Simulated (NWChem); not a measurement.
**C3H2FN (SMILES C=C(F)C#N) at 5 levels**

Wanted: a comparison of 5 runs (HF/STO-3G, HF/3-21G, B3LYP/6-31G*, CCSD(T)/pcseg-1) of C3H2FN. 

Program for the calculation: NWChem 7.3.0.

## 1. The structure to begin with

C3H2FN has 7 atoms, charge 0, and is taken as a singlet. As SMILES, `C=C(F)C#N`. The shape is that of a GFN2-xTB optimisation.

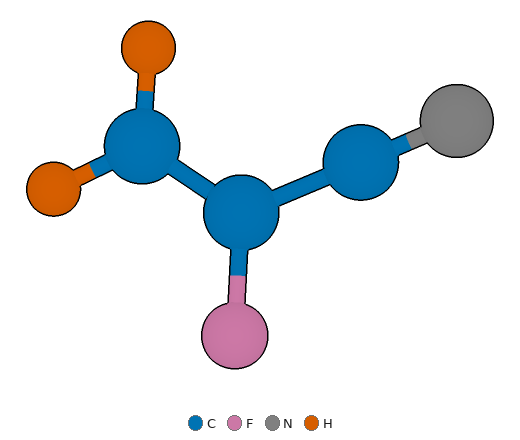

Viewed from a chosen angle; carbon blue, fluorine pink, nitrogen grey, hydrogen orange.

## 2. Energy and gradient at HF/STO-3G (run 1)

Contents of test.xyz:

```xyz
7

C      0.811480    -0.135480     0.675270
C     -0.170530    -0.354170    -0.189770
F     -0.473520    -1.597990    -0.604850
C     -0.979290     0.671270    -0.750470
N     -1.623990     1.504920    -1.196950
H      1.043180     0.862200     0.998460
H      1.392680    -0.950760     1.068310
```

Contents of test.nw:

```
START test
memory 2200 mb
charge 0
GEOMETRY units angstroms noautosym nocenter noautoz
load format xyz test.xyz
END
BASIS "ao basis" spherical bse
C library STO-3G
F library STO-3G
N library STO-3G
H library STO-3G
END
SCF
thresh 1e-08
maxiter 80
print low
END
TASK scf gradient
```

Started as:

```
nwchem test.nw > test.out
```

Standard output:

```text
[...]
  functions       =    27
[...]
  wavefunction    = RHF
[...]
         Total SCF energy =   -265.078119287619
      One-electron energy =   -646.638036711109
      Two-electron energy =    239.298044722523
 Nuclear repulsion energy =    142.261872700967
        Time for solution =      0.8s
[...]
                         RHF ENERGY GRADIENTS
    atom               coordinates                        gradient
                 x          y          z           x          y          z
   1 C       1.533475  -0.256020   1.276075    0.012431  -0.001644   0.010394
   2 C      -0.322255  -0.669284  -0.358613   -0.036238   0.021286  -0.028293
   3 F      -0.894823  -3.019763  -1.143001    0.004492   0.016786   0.005940
   4 C      -1.850590   1.268516  -1.418183    0.001384  -0.005546   0.000570
   5 N      -3.068896   2.843886  -2.261908    0.023424  -0.029685   0.016222
   6 H       1.971324   1.629322   1.886816   -0.002485  -0.005180  -0.002779
   7 H       2.631784  -1.796676   2.018813   -0.003008   0.003982  -0.002055
 Task  times  cpu:        1.0s     wall:        1.0s
 Total times  cpu:        1.0s     wall:        1.0s
```

It took 1.5 s on 1 thread of Intel Xeon 6975P-C (Granite Rapids), shared host; peak memory 0.099 GiB.

## 3. Energy and forces at HF/3-21G (run 2)

Contents of m1.nw:

```
start m1
title "C3H2FN"
memory stack 880 mb heap 220 mb global 1100 mb
charge 0
geometry units angstrom noautosym nocenter noautoz
  C        0.811480      -0.135480       0.675270
  C       -0.170530      -0.354170      -0.189770
  F       -0.473520      -1.597990      -0.604850
  C       -0.979290       0.671270      -0.750470
  N       -1.623990       1.504920      -1.196950
  H        1.043180       0.862200       0.998460
  H        1.392680      -0.950760       1.068310
end
basis spherical bse
  * library 3-21G
end
scf
  thresh 1e-08
  maxiter 80
end
task scf gradient
```

Started as:

```
nwchem m1.nw > m1.out
```

Standard output:

```text
[...]
  functions       =    49
[...]
  wavefunction    = RHF
[...]
         Total SCF energy =   -267.131176106428
      One-electron energy =   -646.800442605292
      Two-electron energy =    237.407393797897
 Nuclear repulsion energy =    142.261872700967
        Time for solution =      1.0s
[...]
                         RHF ENERGY GRADIENTS
    atom               coordinates                        gradient
                 x          y          z           x          y          z
   1 C       1.533475  -0.256020   1.276075    0.014401   0.000171   0.012304
   2 C      -0.322255  -0.669284  -0.358613   -0.022890  -0.009895  -0.020848
   3 F      -0.894823  -3.019763  -1.143001    0.003387   0.010264   0.004176
   4 C      -1.850590   1.268516  -1.418183    0.009626  -0.013844   0.006667
   5 N      -3.068896   2.843886  -2.261908   -0.009474   0.012282  -0.006652
   6 H       1.971324   1.629322   1.886816    0.001407   0.003466   0.001629
   7 H       2.631784  -1.796676   2.018813    0.003544  -0.002443   0.002722
[...]
```

Wall time 1.8 s (1 thread of Intel Xeon 6975P-C (Granite Rapids), shared host); peak memory 0.099 GiB.

Runs 3 to 4 aren't shown in full; the table further down has their settings and results.

## 4. The energy at CCSD(T)/pcseg-1 (run 5)

Contents of a.nw:

```
start a
title "C3H2FN"
memory stack 880 mb heap 220 mb global 1100 mb
charge 0
geometry units angstrom noautosym nocenter noautoz
 C     0.811480   -0.135480    0.675270
 C    -0.170530   -0.354170   -0.189770
 F    -0.473520   -1.597990   -0.604850
 C    -0.979290    0.671270   -0.750470
 N    -1.623990    1.504920   -1.196950
 H     1.043180    0.862200    0.998460
 H     1.392680   -0.950760    1.068310
end
basis spherical bse
 * library pcseg-1
end
scf
 thresh 1e-08
 maxiter 80
end
ccsd
 freeze core 5
 maxiter 60
end
task ccsd(t) energy
```

Started as:

```
nwchem a.nw > a.out
```

Standard output:

```text
[...]
  functions       =    80
[...]
  wavefunction    = RHF
[...]
         Total SCF energy =   -268.530720045107
      One-electron energy =   -648.592283774688
      Two-electron energy =    237.799691028613
 Nuclear repulsion energy =    142.261872700967
        Time for solution =      6.2s
[...]
 Total MP2 energy:           -269.250989354658032
[...]
             energy      energy      error      ampl     ampl      Block
                                                time     time      time
[...]
 Total CCSD energy:           -269.269581650970167
[...]
 Total CCSD+T(CCSD) energy:           -269.298402916467296
[...]
 Total CCSD(T) energy:                -269.296429296407041
[...]
```

Run time: 65 s. Hardware: 1 thread of Intel Xeon 6975P-C (Granite Rapids), shared host; peak memory 0.24 GiB.

## 5. Overview of the runs

```
run                               level  iteration cap   module  energy (Eh)  largest force (eV/Å)  wall time
  1                           HF/STO-3G             80      scf  -265.078119                 2.605      1.5 s
  2                            HF/3-21G             80      scf  -267.131176                 1.671      1.8 s
  3  B3LYP/6-31G* (spherical functions)            100      dft  -270.050324                 2.289       20 s
  4  B3LYP/6-31G* (Cartesian functions)            100      dft  -270.055444                 2.304       21 s
  5                     CCSD(T)/pcseg-1             80  ccsd(t)  -269.296429                     –       65 s
```

## 6. What came out

| quantity | value |
| --- | --- |
| run 5: total energy | -269.29643 Eh |
| run 5: HOMO energy (Hartree–Fock orbitals) | -11.22 eV |
| run 5: LUMO energy (Hartree–Fock orbitals) | 1.94 eV |
| run 5: HOMO–LUMO gap (Hartree–Fock orbitals) | 13.16 eV |
| run 5: correlation energy (5 core orbitals frozen) | -765.7 mEh |
| run 5: (T) correction | -26.85 mEh |

Over runs 2, 3, 4 the dipole moment (its size) runs from 3.17 D (B3LYP/6-31G*) to 3.39 D (HF/3-21G). The two ends differ in method and basis. In run 1 the basis is minimal, so the values are rough. All runs together took 1.8 min, the longest 65 s.
